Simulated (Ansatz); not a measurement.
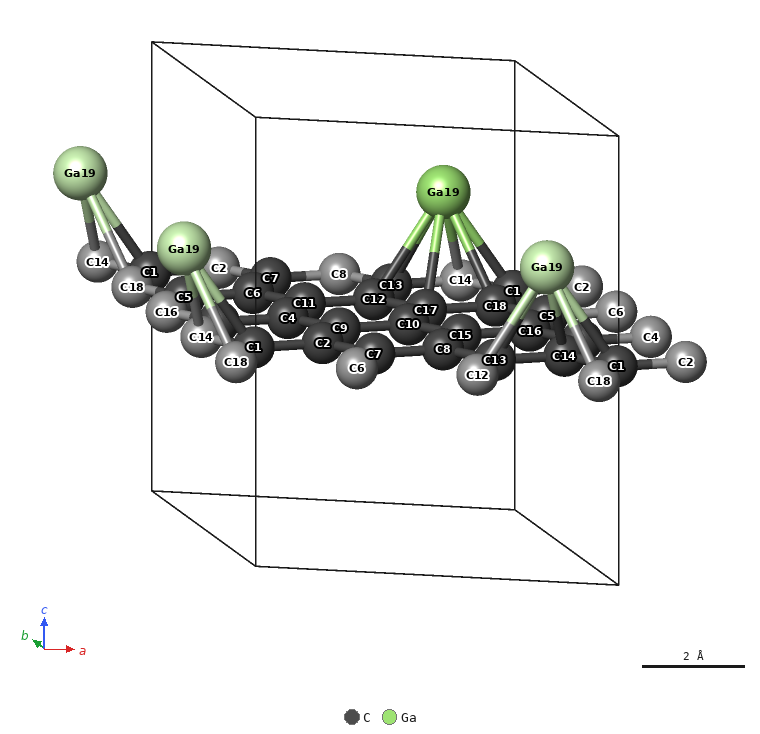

*The structure as given in the input (ball-and-stick view of the cell of the calculation, with the vacuum cut short, seen slightly off an axis; neighbours outside the cell are drawn fainter; atoms are numbered from 1 in the order of the input). An atom can appear more than once, as a periodic image.*

## GaC18: nudged elastic band (part 1 of 3)

System: GaC18 (slab, 19 atoms in the cell).
Method: DFT LDA, scalar-relativistic, plane waves, PAW, spin-polarised (Ansatz 0.2.0).

It belongs to a series of runs on one base structure; here: band between the two ends. Figures and captions count atoms from 1; the log counts them from 0 in places.

### The program's output
```
Warning: neb: disabling space-group detection — the band's intermediate images generally break the endpoint symmetry, so no spatial operation reduces the k-mesh or symmetrises the density, except that a semilocal band can use its path's symmetry ahead of convergence; time reversal is kept, so that k and −k are solved as one point where they differ and the mesh holds both, and exact exchange and, on two spinor components, a DFT+U term hold to it where the run has them: on two components no moment then forms, and a state that bears one, which a typed moment (crystal.atoms[].spin; refused beside efield: under a hybrid functional) reaches, can lie lower, under hf by electronvolts; crystal.symmetry.detect: false (a key that needs symmetry detection or time reversal refuses this as the deck is read) with time_reversal: false beside it drops time reversal too
Engine: ansatz 0.2.0, x86_64-unknown-linux-gnu
Pseudopotentials: kind: paw
Pseudopotential: C, paw, valence charge 4, recommended cutoff 420 eV (normal), C.paw.azcp
Pseudopotential: Ga, paw, valence charge 13, recommended cutoff 420 eV (normal), Ga.paw.azcp
Functional definition: SPW92
  exchange = slater_x
  correlation = pw_c
parallel-image band execution: 2 concurrent image workers
NEB image 0
Crystal: 19 atoms, lattice volume = 568.775 Å³
Basis set: ecut = 420 eV, 11177 PW (Γ)
Bands: 62, of which v1, the nominal top of the filled ones, is band 43 counted from 1 (42 counted from 0)
Symmetry: 1 space group operations
k-points: 4
Non-local potential: C, projectors of the file, l = 0: 2, l = 1: 2, l = 2: 1
Non-local potential: Ga, projectors of the file, l = 0: 2, l = 1: 2, l = 2: 3, l = 3: 1
PAW form: soft (Blöchl's): semilocal exchange-correlation on the pseudo side does not see the compensation charge
PAW frozen core: C, regenerated for the run's functional, and the local potential with it (the file was generated under x = pbe(κ = 0.804, μ = 0.2195149727645171), c = pbe(β = 0.06672455060314922))
PAW frozen core: Ga, regenerated for the run's functional, and the local potential with it (the file was generated under x = pbe(κ = 0.804, μ = 0.2195149727645171), c = pbe(β = 0.06672455060314922))
PAW one-centre angular grid: C, 110 points (default); XC on 64 Gauss nodes
PAW one-centre angular grid: Ga, 590 points (default); XC on 64 Gauss nodes
Initial density: superposition of atomic densities (neutral atoms: chi_scale 0, normalization atom)
Initial wavefunctions: pseudopotential atomic-orbital guess
Functional: x = slater, c = lda
SCF iter   1: F=—  HF=-8090.877412 eV  |F-HF|=—  |Δ(HF+E_count)|=         —  Δρ=3.53e-2 (↑3.53e-2 ↓3.53e-2)  dr2=3.00e1  dr2_m=0.00e0  M=0.000 μB ∫|m|=0.000 μB  β_m=0.30  ethr=3.10e-3  ⟨swp⟩=8.2  Hψ=1387  notcnv=0  defer=26
preconditioner: auto → Resta (q_TF=auto, 1.987 Å⁻¹)  ε∞=1.8  [insulator: Δε(μ)=1.796 eV  Ē_g=15.875 eV  σ=0.020 eV  W_gap=1.00  n_scr=72 (ndim 8)  ℏωp=14.4 eV  f_vac=0.599  D(μ)=0.00/eV (n_scr^D=0)  ε∞_Penn≈1.8  vacuum switching on, ρ_ref=1.8e-2 e/Å³]
spin=Collinear: Resta preconditioning applied to the charge; magnetization (m = ρ↑ − ρ↓) channel mixes plain (no charge-response kernel on spin).
SCF iter   2: F=—  HF=-8083.046305 eV  |F-HF|=—  |Δ(HF+E_count)|=    7.83e0  Δρ=2.24e-2 (↑2.24e-2 ↓2.24e-2)  dr2=1.13e1  dr2_m=0.00e0  M=0.000 μB ∫|m|=0.000 μB  β_m=0.53  ethr=3.10e-3  ⟨swp⟩=3.0  Hψ=501  notcnv=0  defer=55
SCF iter   3: F=—  HF=-8078.522282 eV  |F-HF|=—  |Δ(HF+E_count)|=    4.52e0  Δρ=3.18e-3 (↑3.18e-3 ↓3.18e-3)  dr2=1.60e-1  dr2_m=0.00e0  M=0.000 μB ∫|m|=0.000 μB  β_m=0.57  ethr=3.10e-3  ⟨swp⟩=3.2  Hψ=509  notcnv=0  defer=53
SCF iter   4: F=—  HF=-8078.483295 eV  |F-HF|=—  |Δ(HF+E_count)|=   3.90e-2  Δρ=1.32e-3 (↑1.32e-3 ↓1.32e-3)  dr2=3.69e-2  dr2_m=0.00e0  M=0.000 μB ∫|m|=0.000 μB  β_m=0.57  ethr=1.88e-4  ⟨swp⟩=2.8  Hψ=473  notcnv=0  defer=53
SCF iter   5: F=—  HF=-8078.477051 eV  |F-HF|=—  |Δ(HF+E_count)|=   6.24e-3  Δρ=4.41e-4 (↑4.41e-4 ↓4.41e-4)  dr2=1.92e-3  dr2_m=0.00e0  M=0.000 μB ∫|m|=0.000 μB  β_m=0.60  ethr=4.34e-5  ⟨swp⟩=3.0  Hψ=346  notcnv=0  defer=53
SCF iter   6: F=—  HF=-8078.477357 eV  |F-HF|=—  |Δ(HF+E_count)|=   3.06e-4  Δρ=1.22e-4 (↑1.22e-4 ↓1.22e-4)  dr2=2.37e-4  dr2_m=0.00e0  M=0.000 μB ∫|m|=0.000 μB  β_m=0.60  ethr=2.26e-6  ⟨swp⟩=2.0  Hψ=334  notcnv=0  defer=53
SCF iter   7: F=—  HF=-8078.477349 eV  |F-HF|=—  |Δ(HF+E_count)|=   7.82e-6  Δρ=4.01e-5 (↑4.01e-5 ↓4.01e-5)  dr2=2.31e-5  dr2_m=0.00e0  M=0.000 μB ∫|m|=0.000 μB  β_m=0.59  ethr=2.79e-7  ⟨swp⟩=2.0  Hψ=340  notcnv=0  defer=53
SCF iter   8: F=—  HF=-8078.477389 eV  |F-HF|=—  |Δ(HF+E_count)|=   4.05e-5  Δρ=1.05e-5 (↑1.05e-5 ↓1.05e-5)  dr2=1.95e-6  dr2_m=0.00e0  M=0.000 μB ∫|m|=0.000 μB  β_m=0.73  ethr=2.72e-8  ⟨swp⟩=2.0  Hψ=343  notcnv=0  defer=53
SCF iter   9: F=—  HF=-8078.477390 eV  |F-HF|=—  |Δ(HF+E_count)|=   7.42e-7  Δρ=2.02e-6 (↑2.02e-6 ↓2.02e-6)  dr2=2.03e-7  dr2_m=0.00e0  M=0.000 μB ∫|m|=0.000 μB  β_m=0.68  ethr=2.29e-9  ⟨swp⟩=2.0  Hψ=358  notcnv=0  defer=53
SCF iter  10: F=-8078.477390 eV  HF=-8078.477390 eV  |F-HF|=5.33e-9  |Δ(HF+E_count)|=   3.77e-8  Δρ=5.80e-7 (↑5.80e-7 ↓5.80e-7)  dr2=9.54e-9  dr2_m=0.00e0  M=0.000 μB ∫|m|=0.000 μB  ethr=1.18e-10  ⟨swp⟩=4.0  Hψ=741  notcnv=0
SCF 1 converged in 10 iterations: F = -8078.477390 eV  dr2 = 9.54e-9
  greatest PAW one-centre occupation: 0.996 electrons in one spin orbital (limit 2), on the Ga atom at site 18 (counted from 0), in its partial waves of l = 2
NSCF: frozen V_eff on 4 k-points
NEB image 6
SCF iter   1: F=—  HF=-8090.876833 eV  |F-HF|=—  |Δ(HF+E_count)|=         —  Δρ=3.53e-2 (↑3.53e-2 ↓3.53e-2)  dr2=3.00e1  dr2_m=0.00e0  M=0.000 μB ∫|m|=0.000 μB  β_m=0.30  ethr=3.10e-3  ⟨swp⟩=8.8  Hψ=1397  notcnv=0  defer=24
preconditioner: auto → Resta (q_TF=auto, 1.987 Å⁻¹)  ε∞=1.8  [insulator: Δε(μ)=1.796 eV  Ē_g=15.873 eV  σ=0.020 eV  W_gap=1.00  n_scr=72 (ndim 8)  ℏωp=14.4 eV  f_vac=0.599  D(μ)=0.00/eV (n_scr^D=0)  ε∞_Penn≈1.8  vacuum switching on, ρ_ref=1.8e-2 e/Å³]
spin=Collinear: Resta preconditioning applied to the charge; magnetization (m = ρ↑ − ρ↓) channel mixes plain (no charge-response kernel on spin).
SCF iter   2: F=—  HF=-8083.048108 eV  |F-HF|=—  |Δ(HF+E_count)|=    7.83e0  Δρ=2.24e-2 (↑2.24e-2 ↓2.24e-2)  dr2=1.13e1  dr2_m=0.00e0  M=0.000 μB ∫|m|=0.000 μB  β_m=0.54  ethr=3.10e-3  ⟨swp⟩=3.0  Hψ=501  notcnv=0  defer=55
SCF iter   3: F=—  HF=-8078.522497 eV  |F-HF|=—  |Δ(HF+E_count)|=    4.53e0  Δρ=3.18e-3 (↑3.18e-3 ↓3.18e-3)  dr2=1.58e-1  dr2_m=0.00e0  M=0.000 μB ∫|m|=0.000 μB  β_m=0.57  ethr=3.10e-3  ⟨swp⟩=4.0  Hψ=512  notcnv=0  defer=53
SCF iter   4: F=—  HF=-8078.483230 eV  |F-HF|=—  |Δ(HF+E_count)|=   3.93e-2  Δρ=1.31e-3 (↑1.31e-3 ↓1.31e-3)  dr2=3.66e-2  dr2_m=0.00e0  M=0.000 μB ∫|m|=0.000 μB  β_m=0.57  ethr=1.86e-4  ⟨swp⟩=2.8  Hψ=473  notcnv=0  defer=53
SCF iter   5: F=—  HF=-8078.477057 eV  |F-HF|=—  |Δ(HF+E_count)|=   6.17e-3  Δρ=4.29e-4 (↑4.29e-4 ↓4.29e-4)  dr2=1.95e-3  dr2_m=0.00e0  M=0.000 μB ∫|m|=0.000 μB  β_m=0.60  ethr=4.30e-5  ⟨swp⟩=3.0  Hψ=348  notcnv=0  defer=53
SCF iter   6: F=—  HF=-8078.477357 eV  |F-HF|=—  |Δ(HF+E_count)|=   3.00e-4  Δρ=1.18e-4 (↑1.18e-4 ↓1.18e-4)  dr2=2.16e-4  dr2_m=0.00e0  M=0.000 μB ∫|m|=0.000 μB  β_m=0.60  ethr=2.29e-6  ⟨swp⟩=2.0  Hψ=334  notcnv=0  defer=53
SCF iter   7: F=—  HF=-8078.477364 eV  |F-HF|=—  |Δ(HF+E_count)|=   7.09e-6  Δρ=3.95e-5 (↑3.95e-5 ↓3.95e-5)  dr2=2.26e-5  dr2_m=0.00e0  M=0.000 μB ∫|m|=0.000 μB  β_m=0.59  ethr=2.54e-7  ⟨swp⟩=2.0  Hψ=346  notcnv=0  defer=53
SCF iter   8: F=—  HF=-8078.477389 eV  |F-HF|=—  |Δ(HF+E_count)|=   2.56e-5  Δρ=1.10e-5 (↑1.10e-5 ↓1.10e-5)  dr2=2.21e-6  dr2_m=0.00e0  M=0.000 μB ∫|m|=0.000 μB  β_m=0.72  ethr=2.66e-8  ⟨swp⟩=2.0  Hψ=345  notcnv=0  defer=53
SCF iter   9: F=—  HF=-8078.477390 eV  |F-HF|=—  |Δ(HF+E_count)|=   7.60e-7  Δρ=2.21e-6 (↑2.21e-6 ↓2.21e-6)  dr2=2.56e-7  dr2_m=0.00e0  M=0.000 μB ∫|m|=0.000 μB  β_m=0.67  ethr=2.60e-9  ⟨swp⟩=2.0  Hψ=364  notcnv=0  defer=53
SCF iter  10: F=-8078.477390 eV  HF=-8078.477390 eV  |F-HF|=9.62e-10  |Δ(HF+E_count)|=   5.03e-8  Δρ=5.10e-7 (↑5.10e-7 ↓5.10e-7)  dr2=5.25e-9  dr2_m=0.00e0  M=0.000 μB ∫|m|=0.000 μB  ethr=1.18e-10  ⟨swp⟩=4.0  Hψ=768  notcnv=0
SCF 2 converged in 10 iterations: F = -8078.477390 eV  dr2 = 5.25e-9
NSCF: frozen V_eff on 4 k-points
NEB end point (image 0): max|allowed force component| = 1.677e-2 eV/Å (the criterion of neb.relax_end_points is 1.000e-2)
NEB end point (image 6): max|allowed force component| = 1.680e-2 eV/Å (the criterion of neb.relax_end_points is 1.000e-2)
NEB image 1
SCF iter   1: F=—  HF=-8091.279937 eV  |F-HF|=—  |Δ(HF+E_count)|=         —  Δρ=3.54e-2 (↑3.54e-2 ↓3.54e-2)  dr2=3.08e1  dr2_m=0.00e0  M=0.000 μB ∫|m|=0.000 μB  β_m=0.30  ethr=3.10e-3  ⟨swp⟩=8.2  Hψ=1363  notcnv=0  defer=25
[...]
preconditioner: auto → Resta (q_TF=auto, 1.987 Å⁻¹)  ε∞=1.8  [insulator: Δε(μ)=1.742 eV  Ē_g=15.839 eV  σ=0.020 eV  W_gap=1.00  n_scr=72 (ndim 8)  ℏωp=14.4 eV  f_vac=0.595  D(μ)=0.00/eV (n_scr^D=0)  ε∞_Penn≈1.8  vacuum switching on, ρ_ref=1.8e-2 e/Å³]
spin=Collinear: Resta preconditioning applied to the charge; magnetization (m = ρ↑ − ρ↓) channel mixes plain (no charge-response kernel on spin).
NEB image 2
preconditioner: auto → Resta (q_TF=auto, 1.987 Å⁻¹)  ε∞=1.8  [insulator: Δε(μ)=1.661 eV  Ē_g=15.820 eV  σ=0.020 eV  W_gap=1.00  n_scr=72 (ndim 8)  ℏωp=14.4 eV  f_vac=0.593  D(μ)=0.00/eV (n_scr^D=0)  ε∞_Penn≈1.8  vacuum switching on, ρ_ref=1.8e-2 e/Å³]
spin=Collinear: Resta preconditioning applied to the charge; magnetization (m = ρ↑ − ρ↓) channel mixes plain (no charge-response kernel on spin).
NEB image 3
preconditioner: auto → Resta (q_TF=auto, 1.987 Å⁻¹)  ε∞=1.8  [insulator: Δε(μ)=1.630 eV  Ē_g=15.813 eV  σ=0.020 eV  W_gap=1.00  n_scr=72 (ndim 8)  ℏωp=14.4 eV  f_vac=0.593  D(μ)=0.00/eV (n_scr^D=0)  ε∞_Penn≈1.8  vacuum switching on, ρ_ref=1.8e-2 e/Å³]
spin=Collinear: Resta preconditioning applied to the charge; magnetization (m = ρ↑ − ρ↓) channel mixes plain (no charge-response kernel on spin).
NEB image 4
preconditioner: auto → Resta (q_TF=auto, 1.987 Å⁻¹)  ε∞=1.8  [insulator: Δε(μ)=1.661 eV  Ē_g=15.817 eV  σ=0.020 eV  W_gap=1.00  n_scr=72 (ndim 8)  ℏωp=14.4 eV  f_vac=0.593  D(μ)=0.00/eV (n_scr^D=0)  ε∞_Penn≈1.8  vacuum switching on, ρ_ref=1.8e-2 e/Å³]
spin=Collinear: Resta preconditioning applied to the charge; magnetization (m = ρ↑ − ρ↓) channel mixes plain (no charge-response kernel on spin).
NEB image 5
preconditioner: auto → Resta (q_TF=auto, 1.987 Å⁻¹)  ε∞=1.8  [insulator: Δε(μ)=1.742 eV  Ē_g=15.837 eV  σ=0.020 eV  W_gap=1.00  n_scr=72 (ndim 8)  ℏωp=14.4 eV  f_vac=0.595  D(μ)=0.00/eV (n_scr^D=0)  ε∞_Penn≈1.8  vacuum switching on, ρ_ref=1.8e-2 e/Å³]
spin=Collinear: Resta preconditioning applied to the charge; magnetization (m = ρ↑ − ρ↓) channel mixes plain (no charge-response kernel on spin).
NEB iter   1: max|band force component| = 1.149e0 eV/Å  barrier→ = 0.3506 eV  barrier← = 0.3506 eV  Δτ_max = 0.2000 Å  (70 SCF iters)
  M     (μB):  +0.0000  +0.0000  +0.0000  +0.0000  +0.0000  +0.0000  +0.0000
  M_abs (μB):   0.0000   0.0000   0.0000   0.0000   0.0000   0.0000   0.0000
NEB image 1
Initial density: handed on by an earlier stage of this run
Initial wavefunctions: those handed on with the density
preconditioner: auto → Resta (q_TF=auto, 1.987 Å⁻¹)  ε∞=2.0  [insulator: Δε(μ)=1.176 eV  Ē_g=14.247 eV  σ=0.020 eV  W_gap=1.00  n_scr=72 (ndim 8)  ℏωp=14.4 eV  f_vac=0.641  D(μ)=0.00/eV (n_scr^D=0)  ε∞_Penn≈2.0  vacuum switching on, ρ_ref=1.5e-2 e/Å³]
spin=Collinear: Resta preconditioning applied to the charge; magnetization (m = ρ↑ − ρ↓) channel mixes plain (no charge-response kernel on spin).
NEB image 2
preconditioner: auto → Resta (q_TF=auto, 1.987 Å⁻¹)  ε∞=2.0  [insulator: Δε(μ)=0.768 eV  Ē_g=14.199 eV  σ=0.020 eV  W_gap=1.00  n_scr=72 (ndim 8)  ℏωp=14.4 eV  f_vac=0.639  D(μ)=0.00/eV (n_scr^D=0)  ε∞_Penn≈2.0  vacuum switching on, ρ_ref=1.5e-2 e/Å³]
spin=Collinear: Resta preconditioning applied to the charge; magnetization (m = ρ↑ − ρ↓) channel mixes plain (no charge-response kernel on spin).
NEB image 3
preconditioner: auto → Resta (q_TF=auto, 1.987 Å⁻¹)  ε∞=2.0  [insulator: Δε(μ)=0.656 eV  Ē_g=14.179 eV  σ=0.020 eV  W_gap=1.00  n_scr=72 (ndim 8)  ℏωp=14.4 eV  f_vac=0.638  D(μ)=0.00/eV (n_scr^D=0)  ε∞_Penn≈2.0  vacuum switching on, ρ_ref=1.5e-2 e/Å³]
spin=Collinear: Resta preconditioning applied to the charge; magnetization (m = ρ↑ − ρ↓) channel mixes plain (no charge-response kernel on spin).
NEB image 4
preconditioner: auto → Resta (q_TF=auto, 1.987 Å⁻¹)  ε∞=2.0  [insulator: Δε(μ)=0.769 eV  Ē_g=14.199 eV  σ=0.020 eV  W_gap=1.00  n_scr=72 (ndim 8)  ℏωp=14.4 eV  f_vac=0.639  D(μ)=0.00/eV (n_scr^D=0)  ε∞_Penn≈2.0  vacuum switching on, ρ_ref=1.5e-2 e/Å³]
spin=Collinear: Resta preconditioning applied to the charge; magnetization (m = ρ↑ − ρ↓) channel mixes plain (no charge-response kernel on spin).
NEB image 5
preconditioner: auto → Resta (q_TF=auto, 1.987 Å⁻¹)  ε∞=2.0  [insulator: Δε(μ)=1.178 eV  Ē_g=14.247 eV  σ=0.020 eV  W_gap=1.00  n_scr=72 (ndim 8)  ℏωp=14.4 eV  f_vac=0.641  D(μ)=0.00/eV (n_scr^D=0)  ε∞_Penn≈2.0  vacuum switching on, ρ_ref=1.5e-2 e/Å³]
spin=Collinear: Resta preconditioning applied to the charge; magnetization (m = ρ↑ − ρ↓) channel mixes plain (no charge-response kernel on spin).
NEB iter   2: max|band force component| = 2.619e-1 eV/Å  barrier→ = 0.2067 eV  barrier← = 0.2067 eV  CI = image 3  Δτ_max = 0.0382 Å  (40 SCF iters)
  M     (μB):  +0.0000  +0.0000  +0.0000  +0.0000  +0.0000  +0.0000  +0.0000
  M_abs (μB):   0.0000   0.0000   0.0000   0.0000   0.0000   0.0000   0.0000
NEB image 1
preconditioner: auto → Resta (q_TF=auto, 1.987 Å⁻¹)  ε∞=2.0  [insulator: Δε(μ)=1.284 eV  Ē_g=14.242 eV  σ=0.020 eV  W_gap=1.00  n_scr=72 (ndim 8)  ℏωp=14.4 eV  f_vac=0.638  D(μ)=0.00/eV (n_scr^D=0)  ε∞_Penn≈2.0  vacuum switching on, ρ_ref=1.5e-2 e/Å³]
spin=Collinear: Resta preconditioning applied to the charge; magnetization (m = ρ↑ − ρ↓) channel mixes plain (no charge-response kernel on spin).
NEB image 2
preconditioner: auto → Resta (q_TF=auto, 1.987 Å⁻¹)  ε∞=2.0  [insulator: Δε(μ)=1.015 eV  Ē_g=14.212 eV  σ=0.020 eV  W_gap=1.00  n_scr=72 (ndim 8)  ℏωp=14.4 eV  f_vac=0.636  D(μ)=0.00/eV (n_scr^D=0)  ε∞_Penn≈2.0  vacuum switching on, ρ_ref=1.5e-2 e/Å³]
spin=Collinear: Resta preconditioning applied to the charge; magnetization (m = ρ↑ − ρ↓) channel mixes plain (no charge-response kernel on spin).
NEB image 3
preconditioner: auto → Resta (q_TF=auto, 1.987 Å⁻¹)  ε∞=2.0  [insulator: Δε(μ)=0.929 eV  Ē_g=14.198 eV  σ=0.020 eV  W_gap=1.00  n_scr=72 (ndim 8)  ℏωp=14.4 eV  f_vac=0.635  D(μ)=0.00/eV (n_scr^D=0)  ε∞_Penn≈2.0  vacuum switching on, ρ_ref=1.5e-2 e/Å³]
spin=Collinear: Resta preconditioning applied to the charge; magnetization (m = ρ↑ − ρ↓) channel mixes plain (no charge-response kernel on spin).
NEB image 4
spin=Collinear: Resta preconditioning applied to the charge; magnetization (m = ρ↑ − ρ↓) channel mixes plain (no charge-response kernel on spin).
NEB image 5
preconditioner: auto → Resta (q_TF=auto, 1.987 Å⁻¹)  ε∞=2.0  [insulator: Δε(μ)=1.285 eV  Ē_g=14.243 eV  σ=0.020 eV  W_gap=1.00  n_scr=72 (ndim 8)  ℏωp=14.4 eV  f_vac=0.638  D(μ)=0.00/eV (n_scr^D=0)  ε∞_Penn≈2.0  vacuum switching on, ρ_ref=1.5e-2 e/Å³]
spin=Collinear: Resta preconditioning applied to the charge; magnetization (m = ρ↑ − ρ↓) channel mixes plain (no charge-response kernel on spin).
NEB iter   3: max|band force component| = 8.584e-2 eV/Å  barrier→ = 0.2017 eV  barrier← = 0.2017 eV  CI = image 3  Δτ_max = 0.0130 Å  (35 SCF iters)
  M     (μB):  +0.0000  +0.0000  +0.0000  +0.0000  +0.0000  +0.0000  +0.0000
  M_abs (μB):   0.0000   0.0000   0.0000   0.0000   0.0000   0.0000   0.0000
NEB image 1
preconditioner: auto → Resta (q_TF=auto, 1.987 Å⁻¹)  ε∞=2.0  [insulator: Δε(μ)=1.259 eV  Ē_g=14.239 eV  σ=0.020 eV  W_gap=1.00  n_scr=72 (ndim 8)  ℏωp=14.4 eV  f_vac=0.639  D(μ)=0.00/eV (n_scr^D=0)  ε∞_Penn≈2.0  vacuum switching on, ρ_ref=1.5e-2 e/Å³]
spin=Collinear: Resta preconditioning applied to the charge; magnetization (m = ρ↑ − ρ↓) channel mixes plain (no charge-response kernel on spin).
```
